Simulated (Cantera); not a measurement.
A closed system holds: 1 mol Si, 1.7 mol SF6, 2 mol NF3, held at 0.00230 bar.

These are equilibrium values from Cantera (NASA tables, ideal gas, pure condensed phases), not measurements of a reactor. Candidate condensed phases: S, Si, Si3N4; 29 gas species. The tables' values for SF3, SF5 are old estimates; treat these amounts as uncertain. Kinetics and transport are ignored.

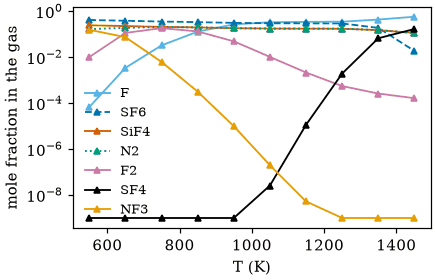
Figure: Equilibrium gas composition (values under 1e-9 drawn at 1e-9)

From 550 K to 1450 K nothing is condensed. The main Si-bearing gas is SiF4 throughout.
